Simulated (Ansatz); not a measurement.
**CH$_{8}$AlN (SMILES [CH3][AlH2-][NH3+]): density, localisation and related maps**

Input

```
crystal:
  periodic: [false, false, false]
  atoms:
    - {symbol: C, position_ang: [-1.761863, 1.922474, 2.430595]}
    - {symbol: Al, position_ang: [0.065602, 2.113331, 1.669023]}
    - {symbol: "N", position_ang: [0.629261, 0.105882, 1.455347]}
    - {symbol: H, position_ang: [-1.774237, 1.398884, 3.411708]}
    - {symbol: H, position_ang: [-2.463202, 1.385095, 1.755176]}
    - {symbol: H, position_ang: [-2.214327, 2.922145, 2.610530]}
    - {symbol: H, position_ang: [0.195597, 2.554683, 0.115345]}
    - {symbol: H, position_ang: [1.255165, 2.581019, 2.664929]}
    - {symbol: H, position_ang: [-0.001740, -0.408415, 0.823924]}
    - {symbol: H, position_ang: [0.630728, -0.394020, 2.356157]}
    - {symbol: H, position_ang: [1.578754, 0.025589, 1.064166]}
basis:
  gaussian: {orbitals: def2-TZVPD}
hamiltonian: {xc: {name: PBE0}}
output: {forces: true, orbitals: {seedname: orbitals}}
```

Run with:

```sh
ansatz run input.yaml --threads 2 --pin off --max-ram 4350MiB --events-out events.jsonl --progress --plain --runs-dir runs
```

Geometry: PBE-D3(BJ)/def2-SVP.

All numbers below come from Ansatz, isolated molecule in a Gaussian basis; Kohn-Sham density functional theory, functional PBE0.

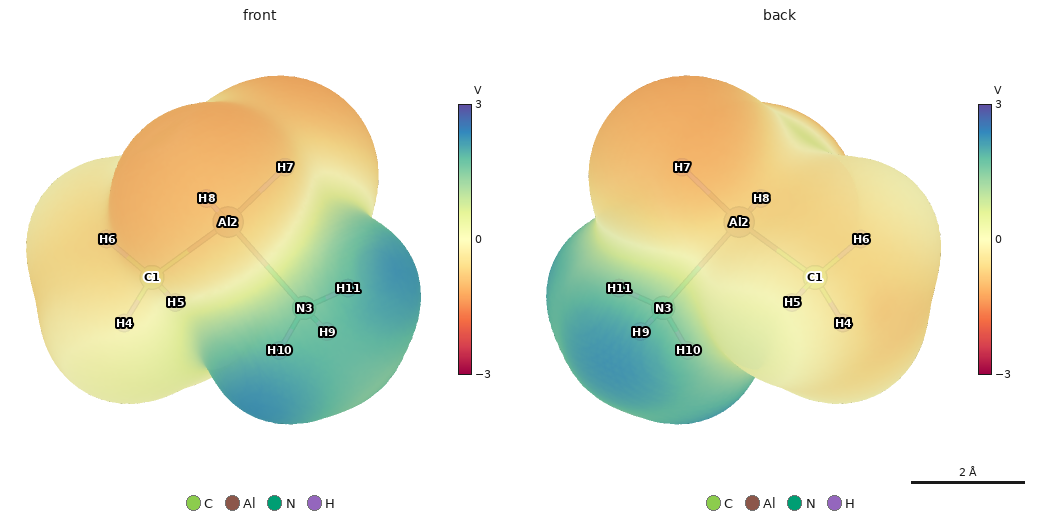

Figure 1. The molecular electrostatic potential painted on the density surface at 0.001 e/bohr³, seen from the front and from behind; the colour scale runs from red (negative) to blue (positive).

Q: Where is the surface potential most negative and most positive?

A: The most negative region (about −1.2 V) lies over H7 and H8, the most positive (about +2.3 V) over H9, H10 and H11.

Q: What dipole moment does the calculation give?

A: Its dipole moment is 5.18 D.

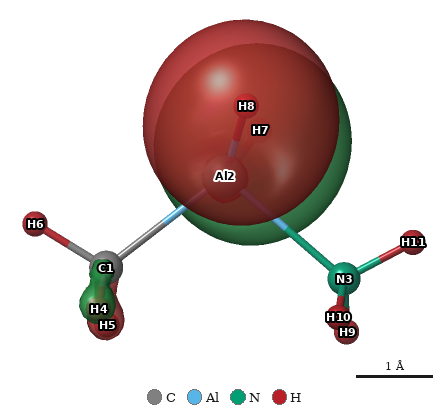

Figure 2. The HOMO−1 at ±0.1 Å⁻³ᐟ² (green and red are the two phases), seen across its widest extent.

Q: What is the character of this orbital?

A: By Hirshfeld shares it lies mainly on Al2 (about 35 %), H8 (about 30 %) and H7 (about 30 %). Its energy is −7.22 eV.

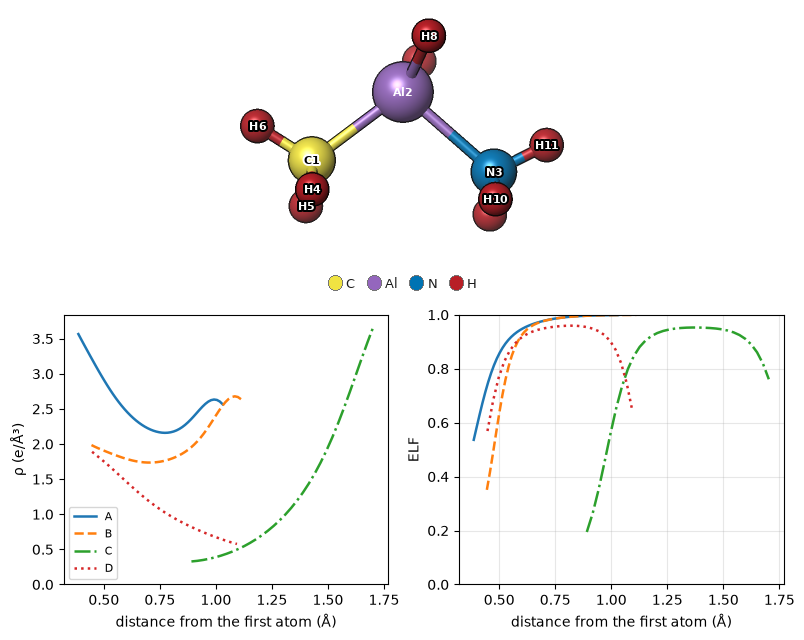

Figure 3. Electron density and ELF along straight lines between neighbouring atoms. The curves leave out the atomic cores. The structure is drawn too.

Q: Which curve belongs to which contact (Al–N, C–Al, C–H and N–H)? The first atom named is at distance zero.

A: Curve A: N–H (1.03 Å): ρ at the midpoint is about 2.8 e/Å³; the ELF climbs to about 1 towards the hydrogen, as it does in any bond to H; a covalent bond by its length. Curve B: C–H (1.11 Å): ρ at the midpoint is about 1.8 e/Å³; the ELF climbs to about 1 towards the hydrogen (a covalent bond by its length). Curve C: Al–N (2.10 Å): ρ is about 0.44 e/Å³ halfway; the ELF peaks at about 0.95 in the valence shell of N, 0.7 Å from its nucleus, and is about 0.75 at the midpoint. Curve D: C–Al (1.99 Å): ρ is about 0.68 e/Å³ halfway; the ELF peaks at about 0.95 between the atoms; a polar covalent bond.
